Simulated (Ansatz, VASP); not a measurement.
**CuI (Marshite) in two plane-wave programs**

Aim: how closely do two programs agree when they are given the same cell, functional and k mesh? The cell is taken from a series of VASP runs on this material, whose earlier steps may have relaxed, scaled or displaced it; both programs get it as it stands. Valence electrons are named where the data sets of a main pair hold unlike numbers.

Main program and level: Ansatz 0.2.0; plane waves, with VASP 6.6.1 beside it; band structure at PBE0.

## (1) The structure

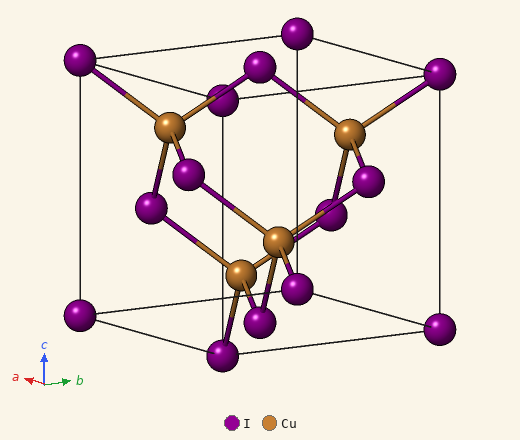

The starting structure, seen from a free direction (iodine purple, copper orange). This picture shows the conventional cell, with its axes. Bonds to atoms that aren't drawn are left out. Some periodic images of atoms are drawn too.

As a file:

```xyz
2
Lattice="0.0000 3.0315 3.0315 3.0315 0.0000 3.0315 3.0315 3.0315 0.0000" Properties=species:S:1:pos:R:3 pbc="T T T"
I     0.0000    0.0000    0.0000
Cu    4.5473    4.5473    4.5473
```

## (2) VASP: band structure, PBE0

The same path points are solved in both programs, so levels can be compared one by one.

Lines of VASP's logs that name or quote its potential files are left out, and so is its time.

The run reads the wave functions of an earlier VASP run, which isn't shown here.

INCAR reads:

```
SYSTEM = CuI
PREC = Accurate
ENCUT = 350
EDIFF = 1E-06
NELM = 100
ISMEAR = 0
SIGMA = 0.03
LREAL = .FALSE.
ALGO = Normal
LHFCALC = .TRUE.
AEXX = 0.25
GGA = PE
LASPH = .TRUE.
NBANDS = 15
PRECFOCK = Fast
HFRCUT = -1
LORBIT = 11
LWAVE = .FALSE.
LCHARG = .FALSE.
KPAR = 4
```

POSCAR reads:

```
CuI
1.0
    0.0000000000      3.0315000000      3.0315000000
    3.0315000000      0.0000000000      3.0315000000
    3.0315000000      3.0315000000      0.0000000000
I Cu
1 1
Direct
    0.0000000000      0.0000000000      0.0000000000
    0.7500000000      0.7500000000      0.7500000000
```

KPOINTS reads:

```
Automatic mesh
0
Gamma
4 4 4
0 0 0
```

KPOINTS_OPT reads:

```
Line mode
10
Line-mode
Reciprocal
  0.00000000   0.00000000   0.00000000 GAMMA
  0.50000000   0.00000000   0.50000000 X

  0.50000000   0.00000000   0.50000000 X
  0.50000000   0.25000000   0.75000000 W

  0.50000000   0.25000000   0.75000000 W
  0.37500000   0.37500000   0.75000000 K

  0.37500000   0.37500000   0.75000000 K
  0.00000000   0.00000000   0.00000000 GAMMA

  0.00000000   0.00000000   0.00000000 GAMMA
  0.50000000   0.50000000   0.50000000 L

  0.50000000   0.50000000   0.50000000 L
  0.62500000   0.25000000   0.62500000 U

  0.62500000   0.25000000   0.62500000 U
  0.50000000   0.25000000   0.75000000 W

  0.50000000   0.25000000   0.75000000 W
  0.50000000   0.50000000   0.50000000 L

  0.50000000   0.50000000   0.50000000 L
  0.37500000   0.37500000   0.75000000 K

  0.62500000   0.25000000   0.62500000 U
  0.50000000   0.00000000   0.50000000 X
```

Potentials, in the order of the species: I and Cu (PBE family, release 64).

Command:

```sh
mpirun -np 4 vasp_std
```

Numbers of over 12 decimals in the logs are rounded to 6 here.

Log:

```text
[banner, memory and clock lines left out]
running    4 mpi-ranks, on    1 nodes
 distrk:  each k-point on    1 cores,    4 groups
 distr:  one band on    1 cores,    1 groups

 POSCAR found type information on POSCAR I Cu
 POSCAR found :  2 types and       2 ions
 LDA part: xc-table for (Slater+PW92), standard interpolation
 found WAVECAR, reading the header
 POSCAR, INCAR and KPOINTS ok, starting setup
 FFT: planning ... GRIDC
 FFT: planning ... GRID_SOFT
 FFT: planning ... GRID
 HFRCUT set to (new)   9.477592
 reading WAVECAR
 the WAVECAR file was read successfully
 initial charge from wavefunction
 entering main loop
       N       E                     dE             d eps       ncg     rms          rms(c)
DAV:   1    -0.705575626027E+01   -0.70558E+01   -0.12522E+00   326   0.398E+01    0.340E+00
DAV:   2    -0.694876746233E+01    0.10699E+00   -0.78140E-01   310   0.332E+01    0.320E+00
DAV:   3    -0.696884644206E+01   -0.20079E-01   -0.54858E-02   304   0.199E+00    0.221E+00
DAV:   4    -0.696566115641E+01    0.31853E-02   -0.12711E-02   296   0.448E+00    0.135E+00
DAV:   5    -0.696593004228E+01   -0.26889E-03   -0.21117E-03   298   0.415E-01    0.896E-01
DAV:   6    -0.696585469273E+01    0.75350E-04   -0.45498E-04   326   0.680E-01    0.560E-01
DAV:   7    -0.696584848471E+01    0.62080E-05   -0.40624E-05   388   0.134E-01    0.320E-01
DAV:   8    -0.696584713670E+01    0.13480E-05   -0.10511E-05   326   0.813E-02    0.186E-01
DAV:   9    -0.696584817378E+01   -0.10371E-05   -0.28961E-06   275   0.315E-02    0.110E-01
DAV:  10    -0.696584938921E+01   -0.12154E-05   -0.94693E-07   233   0.131E-02    0.644E-02
DAV:  11    -0.696585025637E+01   -0.86716E-06   -0.59127E-07   211   0.879E-03
   1 F= -.69658503E+01 E0= -.69658503E+01  d E =-.163116E-15
 Start KPOINTS_OPT (optional k-point list driver)
k-point batch [1-8\100]
       N       E                     dE             ncg
DAV:   1     0.901056594656E+03   -0.40943E+03      240
DAV:   2    -0.308810773618E+02   -0.93194E+03      254
DAV:   3    -0.105473526409E+03   -0.74592E+02      296
DAV:   4    -0.108176448294E+03   -0.27029E+01      319
DAV:   5    -0.108254696942E+03   -0.78249E-01      379
DAV:   6    -0.108255552130E+03   -0.85519E-03      332
DAV:   7    -0.108255563731E+03   -0.11601E-04      357
DAV:   8    -0.108255564054E+03   -0.32303E-06      268
[...]
k-point batch [97-100\100]
       N       E                     dE             ncg
DAV:   1     0.224193221584E+04   -0.15592E+04      120
DAV:   2     0.180976627230E+04   -0.43217E+03      120
DAV:   3     0.178468525715E+04   -0.25081E+02      155
DAV:   4     0.178396240865E+04   -0.72285E+00      177
DAV:   5     0.178394017988E+04   -0.22229E-01      200
DAV:   6     0.178393992273E+04   -0.25716E-03      184
DAV:   7     0.178393991928E+04   -0.34502E-05      192
DAV:   8     0.178393991922E+04   -0.57300E-07      144
```

From OUTCAR (step 2):

```text
ion  position               nearest neighbor table
   1  0.000  0.000  0.000-   2 2.63   2 2.63   2 2.63   2 2.63
   2  0.750  0.750  0.750-   1 2.63   1 2.63   1 2.63   1 2.63

  LATTYP: Found a face centered cubic cell.
 ALAT       =     6.0630000000

 Subroutine GETGRP returns: Found 24 space group operations
 (whereof 24 operations were pure point group operations)

The static configuration has the point symmetry T_d .

 Found      8 irreducible k-points:

   k-points           NKPTS =      8   k-points in BZ     NKDIM =     64   number of bands    NBANDS=     15

   dimension x,y,z NGX =    28 NGY =   28 NGZ =   28
   dimension x,y,z NGXF=    56 NGYF=   56 NGZF=   56

   ENCUT  =  350.0 eV  25.72 Ry    5.07 a.u.   6.54  6.54  6.54*2*pi/ulx,y,z

   NELECT =      18.0000    total number of electrons

 k-points in reciprocal lattice and weights: Automatic mesh
   0.00000000  0.00000000  0.00000000       0.016
   0.25000000  0.00000000  0.00000000       0.125
   0.50000000  0.00000000  0.00000000       0.062
   0.25000000  0.25000000  0.00000000       0.094
   0.50000000  0.25000000  0.00000000       0.375
  -0.25000000  0.25000000  0.00000000       0.188
   0.50000000  0.50000000  0.00000000       0.047
  -0.25000000  0.50000000  0.25000000       0.094

  exchange ACFDT corr.  =         0.00000000  see jH, gK, PRB 81, 115126

 average (electrostatic) potential at core
       1 -88.2558       2 -57.6896

 E-fermi :   3.2717

 k-point     1 :       0.0000    0.0000    0.0000
  band No.  band energies     occupation
    ...
      5       0.5848      2.00000
      6       0.5848      2.00000
      7       3.1096      2.00000
      8       3.1096      2.00000
      9       3.1096      2.00000
     10       6.3933      0.00000
     11      10.1347      0.00000
     12      10.1347      0.00000
     13      10.1347      0.00000
     14      13.6990      0.00000
    ...

 k-point     2 :       0.2500    0.0000    0.0000
  band No.  band energies     occupation
    ...
      5       0.5743      2.00000
      6       0.5743      2.00000
      7       1.4211      2.00000
      8       2.6687      2.00000
      9       2.6687      2.00000
     10       7.5572      0.00000
     11      10.7146      0.00000
     12      10.7146      0.00000
     13      10.7355      0.00000
     14      14.0387      0.00000
    ...

 k-point     3 :       0.5000    0.0000    0.0000
  band No.  band energies     occupation
    ...
      5       0.6075      2.00000
      6       0.6075      2.00000
      7       0.6578      2.00000
      8       2.2610      2.00000
      9       2.2610      2.00000
     10       7.4110      0.00000
     11      10.6466      0.00000
     12      10.6467      0.00000
     13      12.6429      0.00000
     14      14.6214      0.00000
    ...

  energy-cutoff  :      350.00
  volume of cell :       55.72
      direct lattice vectors                 reciprocal lattice vectors
     0.000000000  3.031500000  3.031500000    -0.164934851  0.164934851  0.164934851
     3.031500000  0.000000000  3.031500000     0.164934851 -0.164934851  0.164934851
     3.031500000  3.031500000  0.000000000     0.164934851  0.164934851 -0.164934851

 POSITION                                       TOTAL-FORCE (eV/Angst)
 -----------------------------------------------------------------------------------
      0.00000      0.00000      0.00000         0.000000      0.000000      0.000000
      4.54725      4.54725      4.54725        -0.000000     -0.000000      0.000000
 -----------------------------------------------------------------------------------
    total drift:                               -0.000109     -0.000055     -0.000032

  FREE ENERGIE OF THE ION-ELECTRON SYSTEM (eV)
  ---------------------------------------------------
  free  energy   TOTEN  =        -6.9658502564 eV

  energy  without entropy=       -6.9658502564  energy(sigma->0) =       -6.96585026

 total charge
# of ion       s       p       d       tot
------------------------------------------
    1        1.485   2.878   0.043   4.406
    2        0.293   0.254   9.418   9.965
--------------------------------------------------
tot          1.778   3.131   9.461  14.370

[... 3 further parts left out ...]
```

The k-mesh is coarse for unscreened exact exchange, which converges slowly with it.

(Part 1 of 2 ends here.)

[Lines on the potential files, build, host, timing and source positions are cut from VASP's logs without a mark.]

[Logs are printed without paths, hosts, clocks, repeated set-up lines and the standing remarks that a program may print on its own settings, such as how far it seeks lower states.]

[Hosts, paths, dates, database ids (printed as entryN), source tags and the programs' standing remarks are cut or masked in the printed files.]
